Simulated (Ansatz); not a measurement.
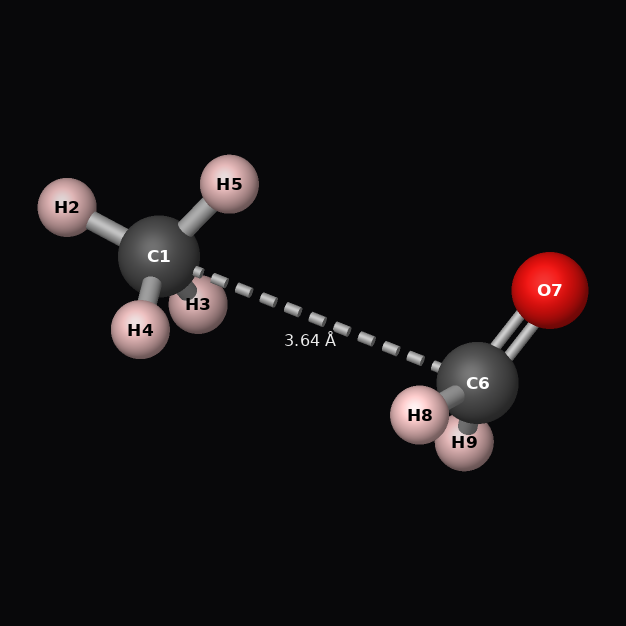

Two molecules or ions; the broken line marks their closest contact (measured against van der Waals radii). Geometry: a pair of rigid molecules at a changed separation. Program: Ansatz 0.2.0.

Question: Which two species are they?

Answer: CH4 and CH2O (`C.C=O`).

Give the counterpoise-corrected interaction energy (kcal/mol, monomers kept as in the pair) with RHF-CCSD(T) (frozen core)/def2-TZVPPD.

```csv
level,interaction energy (kcal/mol)
RHF-CCSD(T) (frozen core)/def2-TZVPPD,−0.6
```
